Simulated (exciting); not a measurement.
Consider ScF3, space group R-3c.

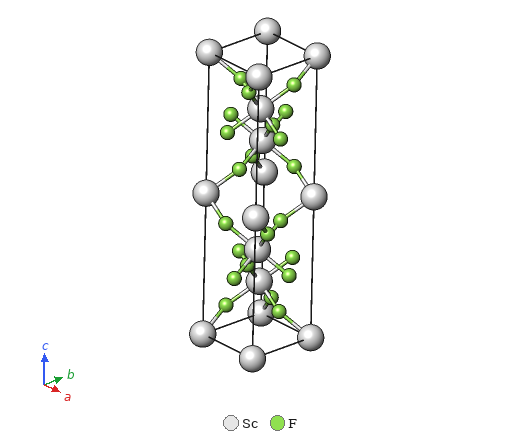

The structure (scandium white, fluorine green). Bonds to atoms that aren't drawn are left out. Some periodic images of atoms are drawn too.

```xyz
8
Lattice="2.6222 1.5139 4.7031 -2.6222 1.5139 4.7031 0.0000 -3.0279 4.7031" Properties=species:S:1:pos:R:3 pbc="T T T"
Sc    0.0000    0.0000    0.0000
Sc    0.0000    0.0000    7.0546
F    -1.5794   -0.2923    8.2304
F     0.5365    1.5139    8.2304
F     1.0429   -1.2216    8.2304
F     1.5794    0.2923    5.8788
F    -0.5365   -1.5139    5.8788
F    -1.0429    1.2216    5.8788
```

Absorber: atom 3, with 2 Sc at 1.99 Å (bent, 149°, site symmetry 2). Method: exciting, all-electron LAPW+lo, LDA, exchange and screened direct term (singlet BSE), 3×3×3 shifted k points, 48 conduction bands, |G+q| up to 3 bohr⁻¹, full RPA screening with nempty = 80, Lorentzian half width 0.45 eV.

Question: Predict the F K near-edge structure at this level.

Bound core exciton? Yes on this mesh: the first bright state (over 5 % of the brightest) lies at -2.72 eV from the Kohn–Sham onset. Maxima (height): -2.7 eV (1.00), -0.5 eV (0.71), 2.3 eV (0.41), 5.0 eV (0.45), 7.5 eV (0.44), 9.8 eV (0.29) and 21.2 eV (0.19); 1 lower ones aren't listed.

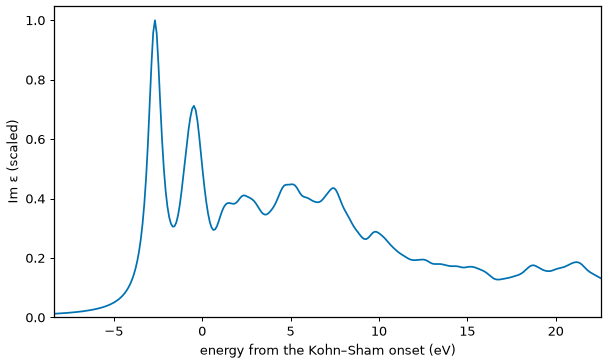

Energy from the Kohn–Sham onset, core level to the lowest empty state found on the meshes used; Im ε in relative units.

With 27 k points the binding energies are rough, and fine structure above the first lines is partly noise of the mesh. The kernel cutoff is low for a compact core orbital, so the effect of exchange is a lower bound. The zero comes from the unshifted 3×3×3 ground-state mesh; it is exact only where the band minimum lies on that mesh. The Kohn–Sham onset, 653 eV, is no photon energy: the scale needs a rigid shift. No quasiparticle correction widens the gap or stretches the bands. Vibrations and energy-dependent lifetimes are left out. The structure is a published determination, not relaxed.

[Banner, clock and machine lines of the logs are left out without a mark of their own.]

[Logs are printed without paths, hosts, clocks, repeated set-up lines and the standing remarks that a program may print on its own settings, such as how far it seeks lower states.]

[Hosts, paths, dates, database ids (printed as entryN), source tags and the programs' standing remarks are cut or masked in the printed files.]
